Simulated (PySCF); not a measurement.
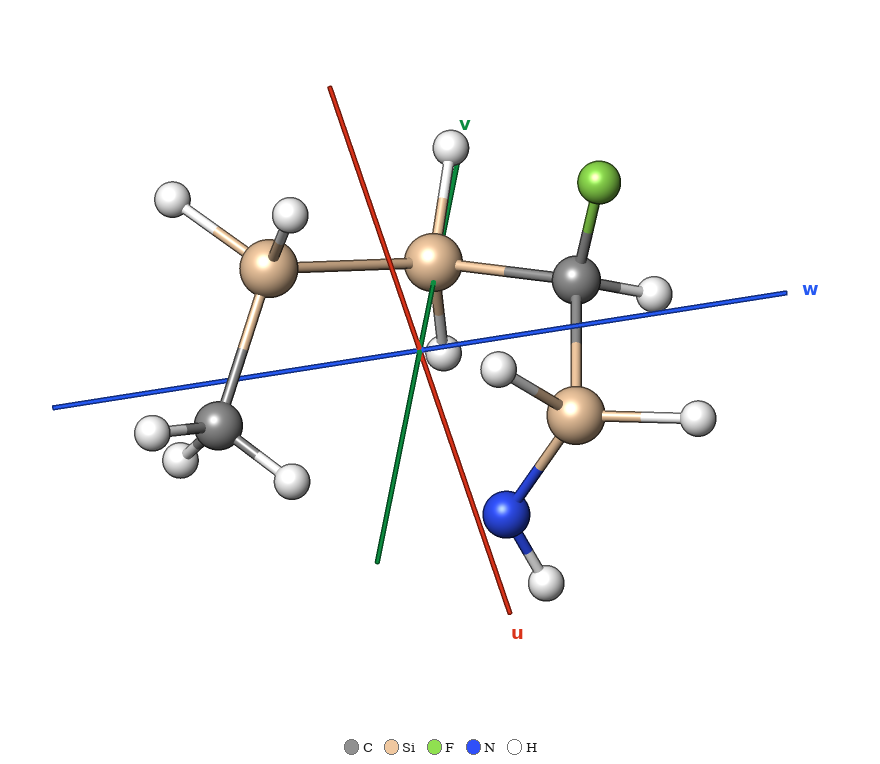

The lines u, v and w are the principal axes of the g tensor. Charge 0, doublet. The computed structure is the end point of a GFN2-xTB optimisation. No frequency run is at hand to confirm it as a minimum. Method: UKS B3LYP, pcH-1 on C F H N Si, non-relativistic, mean-field spin-orbit, GIAO (PySCF 2.14.0).

**Along which axis does g lie farthest from the free-electron value?**

Along u: the shift is 7668 ppm.

Give the principal values and shifts.

```json
{"axis": "u", "g": "2.00999", "shift (ppm)": "7668"}
{"axis": "v", "g": "2.00226", "shift (ppm)": "−59"}
{"axis": "w", "g": "2.00462", "shift (ppm)": "2301"}
```

The geometry is semi-empirical. Around Si such bond lengths and angles can be off by a tenth of an ångström or more and by several degrees, and values that hang on the shape move with them.
